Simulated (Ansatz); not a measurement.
```xyz
16

C    -0.4130    1.4559   -1.4160
C    -0.3919    0.6775   -0.1413
C    -0.3619    0.2892    1.9811
C    -0.3833   -0.7177    0.0210
C    -0.3912   -1.7597   -0.9354
N    -0.3779    1.2728    1.0951
N    -0.3637   -0.9601    1.4023
N    -0.3979   -2.6201   -1.7394
Si   -0.3459   -2.5669    2.2225
H    -1.3169    1.2284   -2.0173
H     0.4661    1.2224   -2.0507
H    -0.4056    2.5363   -1.1843
H    -0.3478    0.4162    3.0722
H    -0.3245   -2.2282    3.6807
H     0.8849   -3.3116    1.8102
H    -1.5833   -3.3206    1.8479
```

Geometry: PBE-D3(BJ)/def2-SVP.

Theory: isolated molecule in a Gaussian basis; Kohn-Sham density functional theory, functional PBE0 in Ansatz 0.2.0.

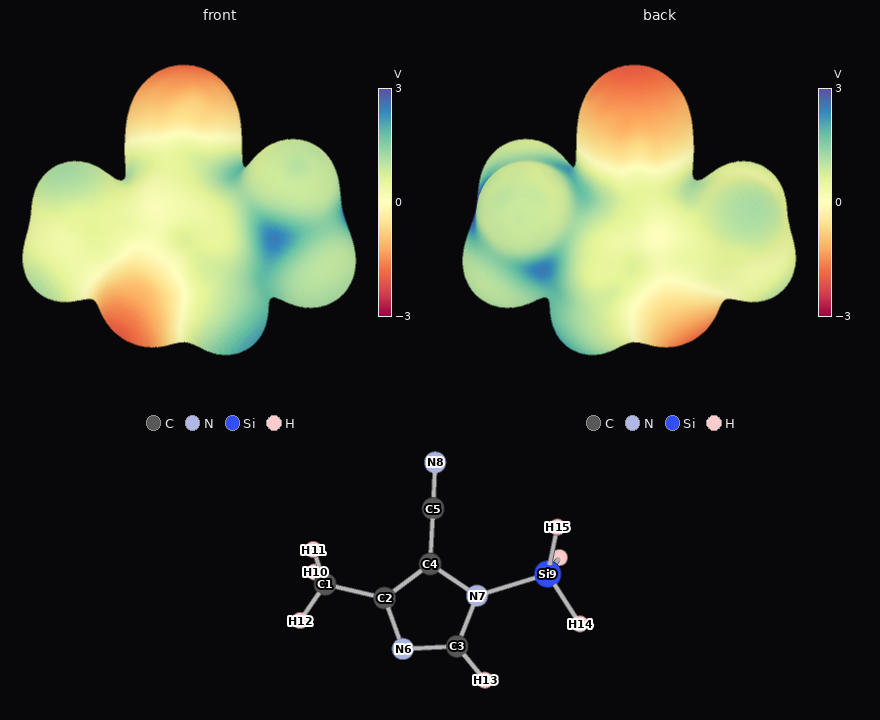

C$_{5}$H$_{7}$N$_{3}$Si. The molecular electrostatic potential painted on the density surface at 0.004 e/bohr³, seen from the front and from behind; red is negative and blue positive. The bare structure is drawn below in the same view.

**Which sites attract a positive test charge, and which a negative one?**

A positive charge is drawn to the negative regions and a negative charge to the positive ones. The most negative region (about −1.9 V) lies over N6 and N8, the most positive (about +2.8 V) over Si9.

**What dipole moment does the calculation give?**

Its dipole moment is 3.29 D.
